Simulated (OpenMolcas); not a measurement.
**B3N3H6 (borazine), step by step**

Aim: the energy (HF/ANO-R0), then the energy (CASSCF(2,2)/ANO-R1), then the energy along one coordinate (CASPT2(2,2)/ANO-R1), then an energy scan (SC-NEVPT2(2,2)/ANO-R1), then an energy scan (MC-PDFT[tPBE](2,2)/ANO-R1) of B3N3H6 (borazine). 

The calculation is run with OpenMolcas 26.06.

### 1 Starting point

The species is B3N3H6 (12 atoms), meant as a singlet with charge 0. As SMILES, `B1NBNBN1`. The shape is that of a PBE0-D4/def2-TZVP optimisation. This is one conformer, not always the lowest.

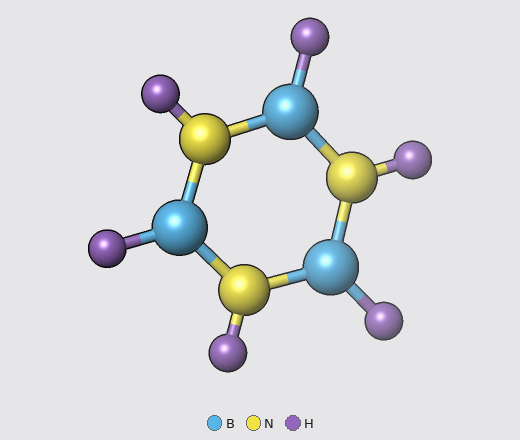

The structure, seen from a chosen angle (boron blue, nitrogen yellow, hydrogen purple).

### 2 The energy at HF/ANO-R0 (sfX2C) (run 1)

The input, struct.xyz:

```xyz
12

B     -0.725600    -1.223220     0.253660
N      0.524170    -0.956610     0.883320
B      1.265120     0.238610     0.655490
N      0.704960     1.188460    -0.246430
B     -0.539530     0.984630    -0.909140
N     -1.229160    -0.231820    -0.636840
H     -1.326890    -2.236960     0.463830
H      0.899850    -1.642240     1.516360
H      2.313570     0.436330     1.198680
H      1.210210     2.040210    -0.423070
H     -0.986620     1.800580    -1.662600
H     -2.110080    -0.397960    -1.093280
```

The input, step1.inp:

```
* B3H6N3 Hartree-Fock
>>> EXPORT MOLCAS_PRINT=2

&GATEWAY
 Coord
 struct.xyz
 Basis
 ANO-R0
 Group
 NoSym

&SEWARD

&SCF
 PrOrbitals
 0

&LOCALISATION
 Occupied
 Freeze
 Pipek-Mezey

&LOCALISATION
 FileOrb
 $Project.LocOrb
 Virtual
 Pipek-Mezey
```

Run with:

```sh
$ export MOLCAS_MEM=1860
$ pymolcas step1.inp > step1.log
```

Output:

```text
--- Start Module: gateway ---
[...]
--- Stop Module: gateway /rc=_RC_ALL_IS_WELL_ ---
[...]
      Basis functions           36
[...]
       Convergence after  11 Iterations
[...]
::    Total SCF energy                               -240.5304876214
[...]
      Total spin, S                                     0.0000000000
[...]
      Total electronic charge=   42.000000
      Total            charge=   -0.000000
[...]
      Dipole Moment (debye):
      Origin of the operator (angstrom)=   -0.0000    0.0000    0.0000
                   X= -5.0980E-05               Y=  6.9389E-05               Z= -9.1339E-05           Total=  1.2553E-04
      Quadrupole Moment (debye*angstrom):
[...]
--- Start Module: localisation ---
[...]
--- Stop Module: localisation /rc=_RC_ALL_IS_WELL_ ---
--- Start Module: localisation ---
[...]
--- Stop Module: localisation /rc=_RC_ALL_IS_WELL_ ---
[...]
```

Wall time 4.5 s (1 thread of Arm Neoverse V1, shared host); peak memory 0.41 GiB.

### 3 A single-point energy at CASSCF(2,2)/ANO-R1 (sfX2C, RICD fitting) (run 2)

struct.xyz is that of step 2.

The input, step2.input:

```
&GATEWAY
Coord
struct.xyz
Basis
ANO-R0
Group
NoSym
&SEWARD
&RASSCF
FileOrb
$CurrDir/step1.LocOrb
Alter
2
1 19 21
1 22 28
Spin
1
Nactel
2 0 0
Inactive
20
Ras2
2
OrbListing
Nothing
>>> COPY $Project.RunFile RUNFIL1
>>> COPY $Project.RasOrb INPORB
&GATEWAY
Coord
struct.xyz
Basis
ANO-R1
Group
NoSym
RICD
&SEWARD
>>> COPY $Project.RunFile RUNFIL2
&EXPBAS
&RASSCF
FileOrb
$Project.ExpOrb
Spin
1
Nactel
2 0 0
Inactive
20
Ras2
2
OrbListing
Nothing
OrbAppear
Compact
```

Run with:

```sh
$ export MOLCAS_MEM=1860
$ pymolcas step2.input > step2.log
```

Output:

```text
--- Start Module: gateway ---
[...]
--- Stop Module: gateway /rc=_RC_ALL_IS_WELL_ ---
[...]
      Basis functions           36
[...]
      Number of active orbitals                  2
[...]
      Spin quantum number                      0.0
[...]
      Active orbitals                            2
[...]
      Number of CSFs                             3
[...]
      Number of root(s) required                 1
[...]
      Convergence after  8 iterations
[...]
      printout of CI-coefficients larger than  0.05 for root  1
      energy=    -240.538791
      conf/sym  11     Coeff  Weight
             1  20   0.99648 0.99297
             3  02  -0.08384 0.00703
      Natural orbitals and occupation numbers for root  1
      sym 1:   1.985941   0.014059
      ************************************************************************************************************************
      *                                                    Final results                                                     *
[...]
::    RASSCF root number  1 Total energy:   -240.53879058
[...]
      Basis functions          114
[...]
--- Start Module: expbas ---
[...]
--- Stop Module: expbas /rc=_RC_ALL_IS_WELL_ ---
--- Start Module: rasscf ---
[...]
      Convergence after 13 iterations
[...]
      Natural orbitals and occupation numbers for root  1
      sym 1:   1.984434   0.015566
      ************************************************************************************************************************
      *                                                    Final results                                                     *
[...]
::    RASSCF root number  1 Total energy:   -241.34615102
[...]
      Total electronic charge=   42.000000
      Total            charge=   -0.000000
[...]
      Dipole Moment (debye):
      Origin of the operator (angstrom)=   -0.0000    0.0000    0.0000
                   X= -2.2421E-02               Y= -3.7663E-02               Z=  7.7133E-03           Total=  4.4505E-02
      Quadrupole Moment (debye*angstrom):
[...]
--- Stop Module: rasscf /rc=_RC_ALL_IS_WELL_ ---
[...]
```

It took 16 s on 1 thread of Arm Neoverse V1, shared host; peak memory 0.41 GiB.

### 4 An energy scan at CASPT2(2,2)/ANO-R1 (sfX2C, RICD fitting, ipea shift 0.25 Eh, pt2 variant SS) (run 3)

The input, step3.input:

```
>>> COPY $CurrDir/step2.RasOrb $Project.RasOrb
>>> ForEach K in (1, 2, 3, 4, 5, 6, 7, 8, 9)

&GATEWAY
 COORD = $CurrDir/point$K.xyz
 BASIS = ANO-R1
 GROUP = NoSym
 RICD

&SEWARD

&RASSCF
 FILEORB = $Project.RasOrb
 SPIN = 1
 NACTEL = 2 0 0
 INACTIVE = 20
 RAS2 = 2
 ORBLISTING = Nothing
 ORBAPPEAR = Compact

&CASPT2
 IMAGINARY = 0.2
 FROZEN = 6
>>> EndDo
```

Run with:

```sh
$ export MOLCAS_MEM=1860
$ pymolcas step3.input > step3.log
```

Output:

```text
[...]
      Basis functions          114
[...]
      Number of active orbitals                  2
[...]
      Spin quantum number                      0.0
[...]
      Active orbitals                            2
[...]
      Number of CSFs                             3
[...]
      Number of root(s) required                 1
[...]
      Convergence after 10 iterations
[...]
      Natural orbitals and occupation numbers for root  1
      sym 1:   1.989080   0.010920
      ************************************************************************************************************************
      *                                                    Final results                                                     *
[...]
::    RASSCF root number  1 Total energy:   -241.33598689
[...]
::    CASPT2 Root  1     Total energy:   -242.08112381
[...]
      Convergence after 10 iterations
[...]
      Natural orbitals and occupation numbers for root  1
      sym 1:   1.984445   0.015555
      ************************************************************************************************************************
      *                                                    Final results                                                     *
[...]
      Convergence after 10 iterations
[...]
      Natural orbitals and occupation numbers for root  1
      sym 1:   1.883087   0.116913
      ************************************************************************************************************************
      *                                                    Final results                                                     *
[...]
      Convergence after 10 iterations
[...]
      Natural orbitals and occupation numbers for root  1
      sym 1:   1.774892   0.225108
      ************************************************************************************************************************
      *                                                    Final results                                                     *
[...]
      Convergence after 10 iterations
[...]
      Natural orbitals and occupation numbers for root  1
      sym 1:   1.560216   0.439784
      ************************************************************************************************************************
      *                                                    Final results                                                     *
[...]
::    RASSCF root number  1 Total energy:   -241.19966473
[...]
::    CASPT2 Root  1     Total energy:   -241.93397754
[...]
      Convergence after  9 iterations
[...]
::    RASSCF root number  1 Total energy:   -241.18663852
[...]
::    CASPT2 Root  1     Total energy:   -241.91875552
[...]
```

Wall time 1.9 min (1 thread of Arm Neoverse V1, shared host); peak memory 0.1 GiB.

The scan, from its lowest point:

| H7–B1 (Å) | energy (kJ/mol) |
| --- | --- |
| 1.078 | 24.2 |
| 1.197 | 0.0 |
| 1.317 | 11.0 |
| 1.497 | 60.0 |
| 1.736 | 144.7 |
| 2.035 | 245.1 |
| 2.394 | 337.3 |
| 2.873 | 410.5 |
| 3.592 | 450.5 |

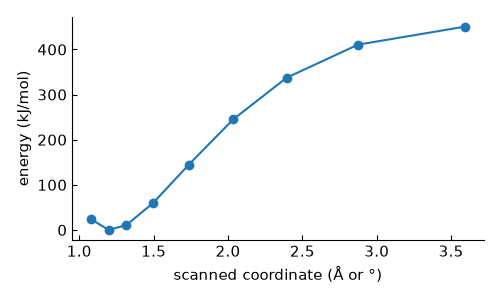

Energy along the scan.

### 5 An energy scan at SC-NEVPT2(2,2)/ANO-R1 (sfX2C, RICD fitting, pt2 variant SC-NEVPT2) (run 4)

The input, step4.input:

```
>>> COPY $CurrDir/step2.RasOrb $Project.RasOrb
>>> ForEach K in (1, 2, 3, 4, 5, 6, 7, 8, 9)

&gateway
  coord=$CurrDir/point$K.xyz
  basis=ANO-R1
  group=NoSym
  ricd

&seward

&rasscf
  fileorb=$Project.RasOrb
  spin=1
  nactel=2 0 0
  inactive=20
  ras2=2
  orblisting=Nothing
  orbappear=Compact

&caspt2
  sc-nevpt2
  frozen=6
>>> EndDo
```

Run with:

```sh
$ export MOLCAS_MEM=1860
$ pymolcas step4.input > step4.log
```

Output:

```text
[...]
      Basis functions          114
[...]
      Number of active orbitals                  2
[...]
      Spin quantum number                      0.0
[...]
      Active orbitals                            2
[...]
      Number of CSFs                             3
[...]
      Number of root(s) required                 1
[...]
      Convergence after 10 iterations
[...]
      printout of CI-coefficients larger than  0.05 for root  1
      energy=    -241.335987
      conf/sym  11     Coeff  Weight
             1  20   0.99727 0.99454
             3  02  -0.07389 0.00546
      Natural orbitals and occupation numbers for root  1
      sym 1:   1.989080   0.010920
      ************************************************************************************************************************
      *                                                    Final results                                                     *
[...]
::    RASSCF root number  1 Total energy:   -241.33598689
[...]
      E2 (Variational):          -0.7404514074
[...]
::    SC-NEVPT2 Root  1     Total energy:   -242.07642483
[...]
      Convergence after 10 iterations
[...]
      Natural orbitals and occupation numbers for root  1
      sym 1:   1.984445   0.015555
      ************************************************************************************************************************
      *                                                    Final results                                                     *
[...]
      Convergence after 10 iterations
[...]
      Natural orbitals and occupation numbers for root  1
      sym 1:   1.883087   0.116913
      ************************************************************************************************************************
      *                                                    Final results                                                     *
[...]
      Convergence after 10 iterations
[...]
      Natural orbitals and occupation numbers for root  1
      sym 1:   1.774892   0.225108
      ************************************************************************************************************************
      *                                                    Final results                                                     *
[...]
      Convergence after 10 iterations
[...]
::    RASSCF root number  1 Total energy:   -241.19966473
[...]
::    SC-NEVPT2 Root  1     Total energy:   -241.93145639
[...]
      Convergence after  9 iterations
[...]
::    RASSCF root number  1 Total energy:   -241.18663852
[...]
      E2 (Variational):          -0.7300271949
[...]
      Reference weight:           0.80573
[...]
::    SC-NEVPT2 Root  1     Total energy:   -241.91666572
[...]
```

Wall time 1.7 min (1 thread of Arm Neoverse V1, shared host); peak memory 0.1 GiB.

The scan, from its lowest point:

| H7–B1 (Å) | energy (kJ/mol) |
| --- | --- |
| 1.078 | 25.0 |
| 1.197 | 0.0 |
| 1.317 | 10.3 |
| 1.497 | 58.3 |
| 1.736 | 142.0 |
| 2.035 | 241.5 |
| 2.394 | 333.0 |
| 2.873 | 405.6 |
| 3.592 | 444.5 |

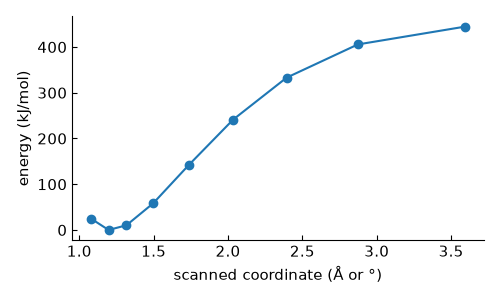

Energy along the scan.

### 6 The energy along one coordinate at MC-PDFT[tPBE](2,2)/ANO-R1 (sfX2C, RICD fitting) (run 5)

The input, step5.input:

```
* B3H6N3 MC-PDFT
>>> COPY $CurrDir/step2.RasOrb $Project.RasOrb
>>> ForEach K in (1, 2, 3, 4, 5, 6, 7, 8, 9)

&GATEWAY
 COORD=$CurrDir/point$K.xyz
 BASIS=ANO-R1
 GROUP=NoSym
 RICD

&SEWARD

&RASSCF
 FILEORB=$Project.RasOrb
 SPIN=1
 NACTEL=2 0 0
 INACTIVE=20
 RAS2=2
 ORBLISTING=Nothing
 ORBAPPEAR=Compact

&MCPDFT
 KSDFT=T:PBE
>>> EndDo
```

Run with:

```sh
$ export MOLCAS_MEM=1860
$ pymolcas step5.input > step5.log
```

Output:

```text
--- Start Module: gateway ---
[...]
      Basis functions          114
[...]
      Number of active orbitals                  2
[...]
      Spin quantum number                      0.0
[...]
      Active orbitals                            2
[...]
      Number of CSFs                             3
[...]
      Number of root(s) required                 1
[...]
      Convergence after 10 iterations
[...]
      printout of CI-coefficients larger than  0.05 for root  1
      energy=    -241.335987
      conf/sym  11     Coeff  Weight
             1  20   0.99727 0.99454
             3  02  -0.07389 0.00546
      Natural orbitals and occupation numbers for root  1
      sym 1:   1.989080   0.010920
      ************************************************************************************************************************
      *                                                    Final results                                                     *
[...]
::    RASSCF root number  1 Total energy:   -241.33598689
[...]
::    MCPDFT root number  1 Total energy:   -242.45237413
[...]
      Convergence after 10 iterations
[...]
      Natural orbitals and occupation numbers for root  1
      sym 1:   1.984445   0.015555
      ************************************************************************************************************************
      *                                                    Final results                                                     *
[...]
      Convergence after 10 iterations
[...]
      Natural orbitals and occupation numbers for root  1
      sym 1:   1.883087   0.116913
      ************************************************************************************************************************
      *                                                    Final results                                                     *
[...]
      Convergence after 10 iterations
[...]
      Natural orbitals and occupation numbers for root  1
      sym 1:   1.774892   0.225108
      ************************************************************************************************************************
      *                                                    Final results                                                     *
[...]
      Convergence after 10 iterations
[...]
::    RASSCF root number  1 Total energy:   -241.19966473
[...]
::    MCPDFT root number  1 Total energy:   -242.30200228
[...]
      Convergence after  9 iterations
[...]
::    RASSCF root number  1 Total energy:   -241.18663852
[...]
      Total electronic charge=   42.000000
      Total            charge=   -0.000000
[...]
::    MCPDFT root number  1 Total energy:   -242.28509093
[...]
```

Run time: 2 min. Hardware: 1 thread of Arm Neoverse V1, shared host; peak memory 0.087 GiB.

The scan, from its lowest point:

| H7–B1 (Å) | energy (kJ/mol) |
| --- | --- |
| 1.078 | 24.5 |
| 1.197 | 0.0 |
| 1.317 | 10.1 |
| 1.497 | 57.5 |
| 1.736 | 140.6 |
| 2.035 | 241.5 |
| 2.394 | 337.9 |
| 2.873 | 419.3 |
| 3.592 | 463.7 |

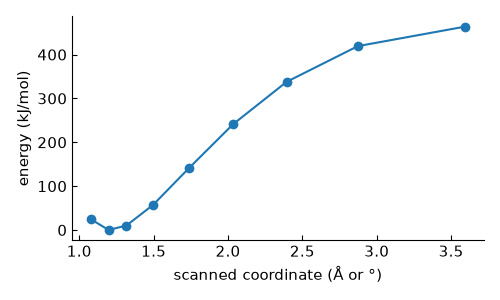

Energy along the scan.

### 7 Summary of results

| quantity | value |
| --- | --- |
| run 1, HF/ANO-R0: total energy | -240.53049 Eh |
| run 1, HF/ANO-R0: dipole moment | 0.00 D |
| run 1, HF/ANO-R0: HOMO energy | -12.39 eV |
| run 1, HF/ANO-R0: LUMO energy | 3.79 eV |
| run 1, HF/ANO-R0: HOMO–LUMO gap | 16.18 eV |
| run 2, CASSCF(2,2)/ANO-R1: total energy | -241.34615 Eh |
| run 2, CASSCF(2,2)/ANO-R1: dipole moment (CASSCF density) | 0.04 D |
| run 3, CASPT2(2,2)/ANO-R1: lowest energy of the scan | -242.09034 Eh |
| run 4, SC-NEVPT2(2,2)/ANO-R1: lowest energy of the scan | -242.08595 Eh |
| run 5, MC-PDFT[tPBE](2,2)/ANO-R1: lowest energy of the scan | -242.46171 Eh |
